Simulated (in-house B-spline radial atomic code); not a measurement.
La⁺, Ce⁺, Pr⁺, Nd⁺, Pm⁺, Sm⁺, Eu⁺, Gd⁺, Tb⁺, Dy⁺, Ho⁺, Er⁺, Tm⁺, Yb⁺ and Lu⁺. Level of theory: Hartree–Fock, non-relativistic against Dirac–Coulomb; calculated with a B-spline radial code.

Before looking at the plot, say what to expect. Its caption: The effect of relativity on the mean radius of the outermost shell, taken as the one with the largest non-relativistic radius (j-weighted means).

The strongest contraction is in Yb⁺ (6s, 4.03 to 3.76 bohr, −6.8 %). The largest expansion is in La⁺ (5d, 2.83 to 2.92 bohr, 3.1 %).

The result:

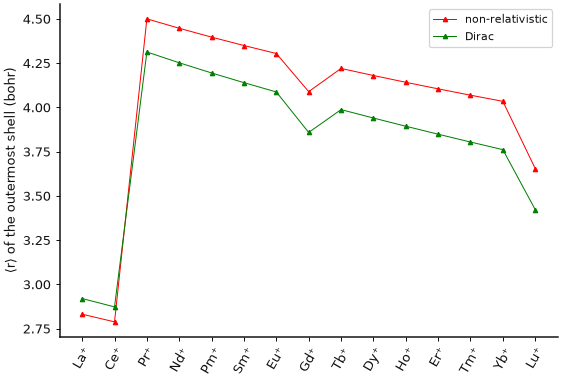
